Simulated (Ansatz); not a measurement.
Fields on a plane of CdSe (zinc blende)

```
CELL_PARAMETERS angstrom
      0.00000     3.09814     3.09814
      3.09814     0.00000     3.09814
      3.09814     3.09814     0.00000
ATOMIC_POSITIONS crystal
  Se 0.75000 0.75000 0.75000
  Cd 0.00000 0.00000 0.00000
```

The slice is a {111} plane (indices of the conventional cell) through the point (0.750, 0.750, 0.750) (fractional), spanned by u = [100] and v = [-1 2 0] in vectors of this cell: u (4.38 Å) and v (7.59 Å, at 90° to u). It covers one period; positions are fractions (u, v).

Atoms on it: Se at (0.00, 0.00); Se at (0.50, 0.50). Other atoms lie within 1 Å of the plane.

Calculation: PBE (plane waves to 420 eV, PAW, scalar-relativistic; Ansatz, a quantum-chemistry and plane-wave program). k mesh 9×9×9. Near the nuclei the fields are pseudised (PAW); where an atom keeps semicore shells as valence, they peak there. CdSe was relaxed with its symmetry unable to fall.

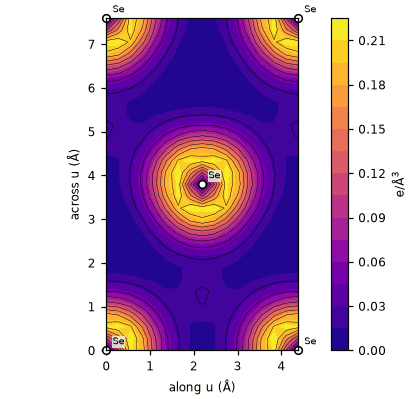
Density of the highest valence band (whole band, smooth part) in e/Å³, one period of the plane, atoms marked. 

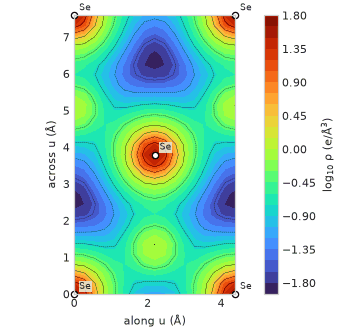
Fig. 1. Log₁₀ of the valence density in e/Å³, one period of the plane, atoms marked. The scale is logarithmic, as a density can span decades between atoms and voids.
